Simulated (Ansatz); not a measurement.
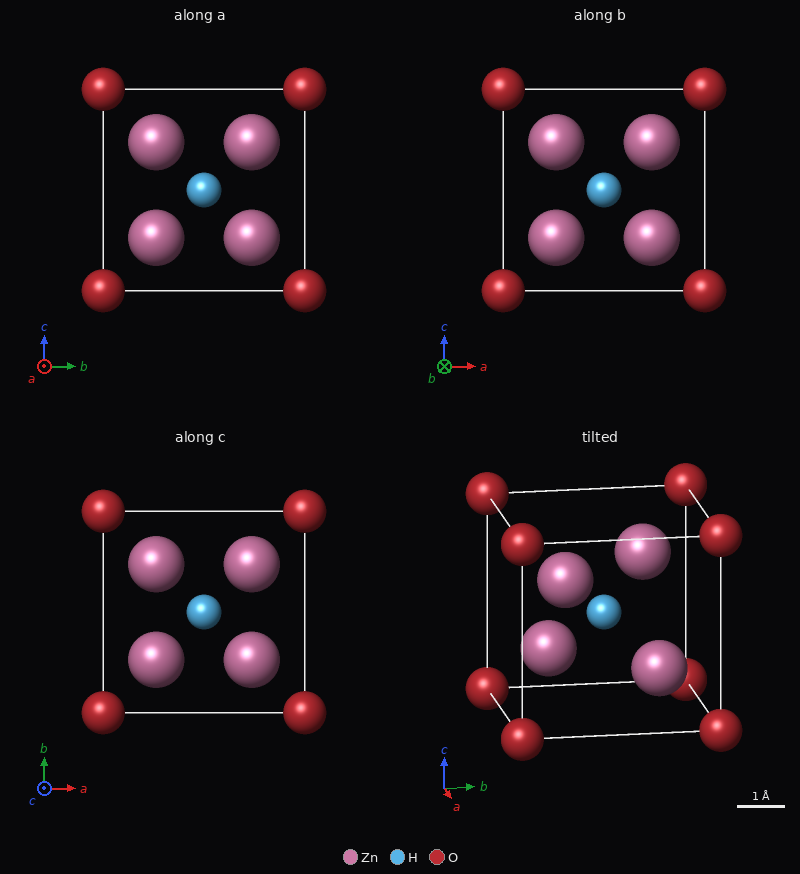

We look at a spheres-only model of the crystal along the a axis, along the b axis, along the c axis and slightly off an axis. Thin lines show the conventional unit cell, with boundary atoms drawn in all their periodic places.

Lattice parameters: a = 4.3505 Å, b = 4.3505 Å, c = 4.3505 Å, α = 90.000°, β = 90.000°, γ = 90.000°.

**Express the structure as a CIF with its space group and independent sites, with free fractional coordinates to two decimals.**

```cif
data_structure
_symmetry_space_group_name_H-M 'P -4 3 m'
_symmetry_Int_Tables_number 215
_cell_length_a 4.3505
_cell_length_b 4.3505
_cell_length_c 4.3505
_cell_angle_alpha 90.000
_cell_angle_beta 90.000
_cell_angle_gamma 90.000
_cell_volume 82.34
loop_
_atom_site_label
_atom_site_type_symbol
_atom_site_symmetry_multiplicity
_atom_site_Wyckoff_symbol
_atom_site_fract_x
_atom_site_fract_y
_atom_site_fract_z
_atom_site_occupancy
Zn1 Zn 4 e 0.26 0.26 0.26 1
H1 H 1 b 0.50 0.50 0.50 1
O1 O 1 a 0.00 0.00 0.00 1
```

Provenance: a structure type filled with these elements by a generator (whether the compound takes this form wasn't checked). Earlier steps of the study may have refined or changed the cell and positions. A calculation with Ansatz used it as input.
